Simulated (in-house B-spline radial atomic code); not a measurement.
# Gd⁴⁷⁺: excited configurations

Wanted: excitation energies of Gd⁴⁷⁺ as differences of total energies (ΔSCF).

Method: Dirac-Hartree-Fock, average of configuration, Fermi nucleus, basis-set limit. Code: in-house B-spline radial atomic code version 1.

### 1 Starting point

| Item | Value |
| --- | --- |
| element | gadolinium (Z = 64) |
| charge | +47 |
| electrons | 17 |
| configuration | [Ne] 3s2 3p5 |
| Hamiltonian | Dirac-Coulomb |
| nucleus | Fermi, rms radius 5.157 fm |

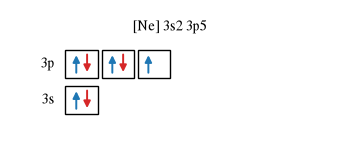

Outer shells as boxes.

The boxes draw the filling by Hund's rule, which heavy ions in jj coupling don't follow; these runs average over all states of the configuration.

Settings, as recorded:

```ini
Z = 64
electrons = 17.0
configuration = [Ne] 3s2 3p5
hamiltonian = dirac
method = hf
spin_polarised = False
nucleus = fermi
rms_radius = 5.1569
mass_number = 158
atomic_mass = 157.9241112
speed_of_light = 137.035999084
```

The reference is known from an earlier run: -9212.970786 hartree in all. Up to eight levels, counted from the top:

| orbital | occupation | energy (eV) | <r> (bohr) |
| --- | --- | --- | --- |
| 1s1/2 | 2 | -53630.2 | 0.02190 |
| 2s1/2 | 2 | -11434.4 | 0.09157 |
| 2p1/2 | 2 | -11014.7 | 0.07660 |
| 2p3/2 | 4 | -10302.3 | 0.08315 |
| 3s1/2 | 2 | -4429.75 | 0.2248 |
| 3p1/2 | 1.66667 | -4266.88 | 0.2129 |
| 3p3/2 | 3.33333 | -4088.29 | 0.2229 |

### 2 Run with [Ne] 3s1 3p6

Settings, as recorded:

```ini
Z = 64
electrons = 17.0
configuration = [Ne] 3s1 3p6
hamiltonian = dirac
method = hf
spin_polarised = False
nucleus = fermi
rms_radius = 5.1569
mass_number = 158
atomic_mass = 157.9241112
speed_of_light = 137.035999084
```

### 3 Run with [Ne] 3s1 3p5 7p1

Settings: those of step 2 with these lines changed.

```diff
@@ -2,3 +2,3 @@
 electrons = 17.0
-configuration = [Ne] 3s1 3p6
+configuration = [Ne] 3s1 3p5 7p1
 hamiltonian = dirac
```

### 4 Run with [He] 2s2 2p5 3s2 3p5 6s1

Settings: those of step 3 with these lines changed.

```diff
@@ -2,3 +2,3 @@
 electrons = 17.0
-configuration = [Ne] 3s1 3p5 7p1
+configuration = [He] 2s2 2p5 3s2 3p5 6s1
 hamiltonian = dirac
```

### 5 Configuration [Ne] 3s1 3p5 7g1

Settings: those of step 4 with these lines changed.

```diff
@@ -2,3 +2,3 @@
 electrons = 17.0
-configuration = [He] 2s2 2p5 3s2 3p5 6s1
+configuration = [Ne] 3s1 3p5 7g1
 hamiltonian = dirac
```

### 6 Run with [He] 2s2 2p5 3s2 3p5 6g1

Settings: those of step 5 with these lines changed.

```diff
@@ -2,3 +2,3 @@
 electrons = 17.0
-configuration = [Ne] 3s1 3p5 7g1
+configuration = [He] 2s2 2p5 3s2 3p5 6g1
 hamiltonian = dirac
```

How far above the reference does each configuration lie (order and size, in eV)?

As calculated:

| net move | configuration | energy above the reference (eV) | with Breit, QED, recoil (eV) | largest <r> (bohr) |
| --- | --- | --- | --- | --- |
| 3s → 3p | [Ne] 3s1 3p6 | 290.79 | 289.01 | 0.225 |
| 3s → 7p | [Ne] 3s1 3p5 7p1 | 3745.50 | 3739.50 | 1.42 |
| 3s → 7g | [Ne] 3s1 3p5 7g1 | 3785.93 | 3779.65 | 1.31 |
| 2p → 6s | [He] 2s2 2p5 3s2 3p5 6s1 | 9546.54 | 9527.62 | 1.01 |
| 2p → 6g | [He] 2s2 2p5 3s2 3p5 6g1 | 9645.07 | 9625.52 | 0.909 |

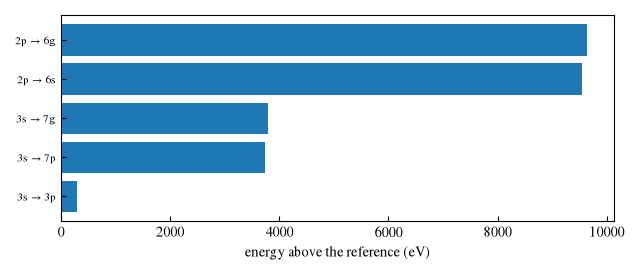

Energy of each configuration above the reference.

Quantum defects of the promoted electron, δ = n − ζ/√(−2ε) with ζ = 48 and ε its orbital energy in hartree:

| promotion | δ |
| --- | --- |
| 3s → 7p | 0.227 |
| 3s → 7g | 0.017 |
| 2p → 6s | 0.327 |
| 2p → 6g | 0.016 |

At the bottom stands 3s → 3p (290.79 eV), at the top 2p → 6g (9645.07 eV). Koopmans' estimate of the ionisation threshold is 4088.29 eV; 2 configurations exceed it by over 2 % and could autoionise. Of those tabulated, the defect is largest for 6s (0.33) and least for 6g (0.02); at this charge much of the defect is relativistic. Two partly filled shells share a symmetry and can mix in the average, which may lower the energy, for: 3s → 7p; 2p → 6s; 2p → 6g. These are averages over configurations, without correlation, not spectroscopic levels.
